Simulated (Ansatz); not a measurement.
A series of calculations on BSiH3F

### Relaxation

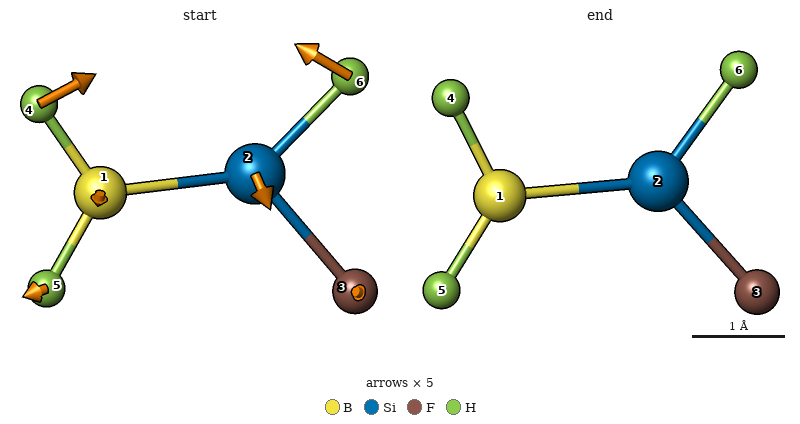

The structure of BSiH3F (charge −1) before (left) and after (right) a relaxation, at one scale. The orange arrows give the displacements, 5 times their true length.

The picture is a ball-and-stick view, seen at a tilt.

The run prepares an end point of a later path (torsion) calculation, from a guessed geometry.

All numbers below come from Ansatz 0.2.0, RKS PBE0-D4/def2-SVP.

The input:
```yaml
crystal:
  periodic: [false, false, false]
  atoms:
    - { symbol: B, position_ang: [0.34024, -0.52138, -0.84622] }
    - { symbol: Si, position_ang: [-0.34669, 0.30026, 0.62713] }
    - { symbol: F, position_ang: [-0.07363, 1.94931, 1.06698] }
    - { symbol: H, position_ang: [0.12903, -1.69743, -1.03826] }
    - { symbol: H, position_ang: [0.83464, 0.07192, -1.77148] }
    - { symbol: H, position_ang: [-0.88359, -0.10268, 1.96185] }
total_charge: -1
basis:
  gaussian: { orbitals: def2-SVP }
hamiltonian:
  xc: pbe0
  dispersion: d4
relax:
  f_tol: 0.015
  max_steps: 40
```

Launched with:
```bash
ansatz run input.yaml --threads 1 --pin off --max-ram 2048MiB --backend cpu --events-out ev --progress --plain --runs-dir out
```

Summarise the run.

Answer. H6 moves most after the best rigid fit: 0.15 Å. Largest moves by element: H 0.15 Å, Si 0.09 Å, B 0.04 Å, F 0.04 Å. Among the contacts that change: Si2–F3 1.728 → 1.676 Å, B1–Si2 1.821 → 1.842 Å, Si2–H6 1.494 → 1.509 Å, B1–H4 1.210 → 1.224 Å. Among the angles between lasting bonds that change: B1–Si2–H6 137.4° → 128.4°, F3–Si2–H6 95.0° → 102.0°, Si2–B1–H4 120.1° → 114.0°. After 6 geometry steps the energy has fallen by 2.32 kcal/mol. Largest force component: 1.8 eV/Å at the start, 0.004 eV/Å at the end. The run took 12 s on 1 thread of Arm Neoverse V1, with other jobs on the host, peak memory 0.13 GiB.

Limits of the set-up: the basis has no diffuse functions, which an anion needs.

### Relaxation

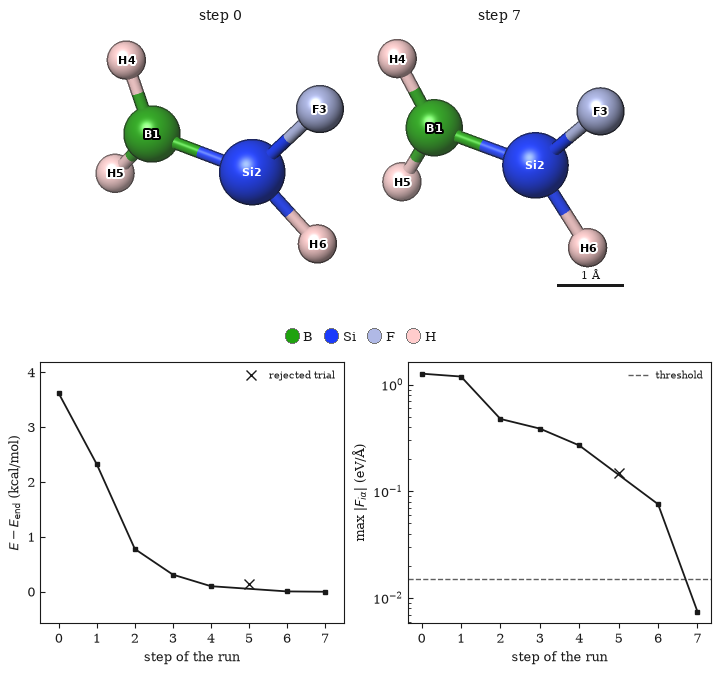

First and last geometry of a relaxation of BSiH3F (charge −1), with the history of the run. The picture is a ball-and-stick view, seen at a tilt.

The run prepares an end point of a later path (torsion) calculation, from a guessed geometry.

The calculation used RKS PBE0-D4/def2-SVP in Ansatz 0.2.0.

Input
```yaml
crystal:
  periodic: [false, false, false]
  atoms:
    - { symbol: B, position_ang: [0.34024, -0.52138, -0.84622] }
    - { symbol: Si, position_ang: [-0.34669, 0.30026, 0.62713] }
    - { symbol: F, position_ang: [-1.3715, -0.44961, 1.79967] }
    - { symbol: H, position_ang: [0.12903, -1.69743, -1.03826] }
    - { symbol: H, position_ang: [0.83464, 0.07192, -1.77148] }
    - { symbol: H, position_ang: [-0.63974, 1.69591, 1.07252] }
total_charge: -1
basis:
  gaussian: { orbitals: def2-SVP }
hamiltonian:
  xc: pbe0
  dispersion: d4
relax:
  f_tol: 0.015
  max_steps: 40
```

Run as
```bash
ansatz run input.yaml --threads 1 --pin off --max-ram 2048MiB --backend cpu --events-out ev --progress --plain --runs-dir out
```

Read the history and describe the run.

It converged. The largest move after the best rigid fit is that of H5, 0.19 Å. By element the largest moves are H 0.19 Å, Si 0.12 Å, B 0.11 Å, F 0.07 Å. Some distances before and after: Si2–F3 1.728 → 1.676 Å, B1–Si2 1.821 → 1.841 Å, Si2–H6 1.494 → 1.510 Å, B1–H4 1.210 → 1.219 Å. Bond angles that change, for instance: Si2–B1–H5 123.6° → 113.9°, B1–Si2–H6 137.4° → 128.8°, F3–Si2–H6 95.0° → 101.9°. After 6 accepted moves (7 points after the start) the energy has fallen by 3.62 kcal/mol. The largest force component goes from 1.3 to 0.0075 eV/Å. The line search rejected the trial step at point 5 of the run. Cost: 14 s on 1 thread of Arm Neoverse V1 (shared host), peak memory 0.13 GiB.

| step | E − E(0), kcal/mol | largest force component, eV/Å | note |
| --- | --- | --- | --- |
| 0 | 0.00 | 1.2703 |  |
| 1 | -1.29 | 1.1933 |  |
| 2 | -2.84 | 0.4778 |  |
| 3 | -3.30 | 0.3879 |  |
| 4 | -3.52 | 0.2698 |  |
| 5 | -3.47 | 0.1475 | rejected |
| 6 | -3.61 | 0.0758 |  |
| 7 | -3.62 | 0.0075 |  |

Limits of the set-up: the basis has no diffuse functions, which an anion needs.

### Path

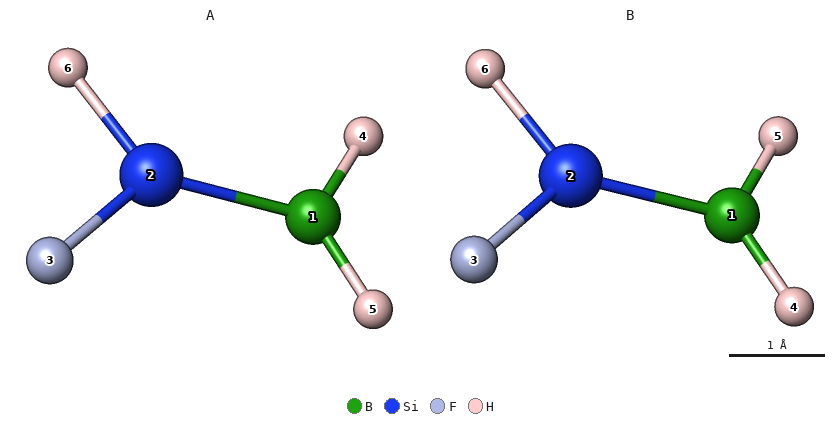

The two relaxed end points of a path for BSiH3F (charge −1). Style: ball-and-stick. Shown from a free direction.

All numbers below come from RKS PBE0-D4/def2-SVP (Ansatz 0.2.0).

Set-up: 5 movable images; climbing image; force threshold 0.05 eV/Å; iteration limit 60.

Start:
```xyz
6

B     0.3356   -0.4896   -0.8684
Si   -0.2934    0.3733    0.6325
F    -0.0958    1.9770    1.0785
H     0.0658   -1.6834   -0.9059
H     0.8671    0.0536   -1.8223
H    -0.8792   -0.2309    1.8855
```

End:
```xyz
6

B     0.3272   -0.4878   -0.8746
Si   -0.2741    0.3682    0.6408
F    -0.1253    1.9826    1.0667
H     0.8391    0.0586   -1.8371
H     0.0932   -1.6896   -0.8917
H    -0.8602   -0.2320    1.8958
```

### What barrier does the band find between them, and by what path?

The two ends have the same energy, and the highest point, image 3, lies 25.7 kcal/mol above the start. The motion is a rotation about the B1–Si2 bond by about 180°. No bond forms or breaks between the ends. Among the angles between lasting bonds that change up to the highest image: B1–Si2–F3 128.7° → 75.9°, B1–Si2–H6 128.4° → 97.8°. The band converged in 25 iterations. The largest component of the band force went from 26 to 0.031 eV/Å. The climbing image converged on the top of the path. Its vibrational analysis gives one imaginary mode (293i cm⁻¹), as a transition state must have.

Energies of the converged images:

```
image  path (Å)  E (kcal/mol)
    0      0.00           0.0
    1      0.84           5.5
    2      1.69          17.6
    3      2.53          25.7
    4      3.69          20.3
    5      4.84          20.0
    6      5.99           0.0
```

The geometry at the top of the path:

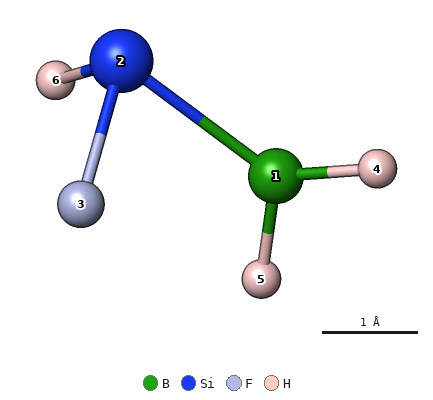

Limits of the set-up: the basis has no diffuse functions, which an anion needs.

The run took 2.9 min on 1 thread of Arm Neoverse V1, with other jobs on the host, peak memory 0.11 GiB.
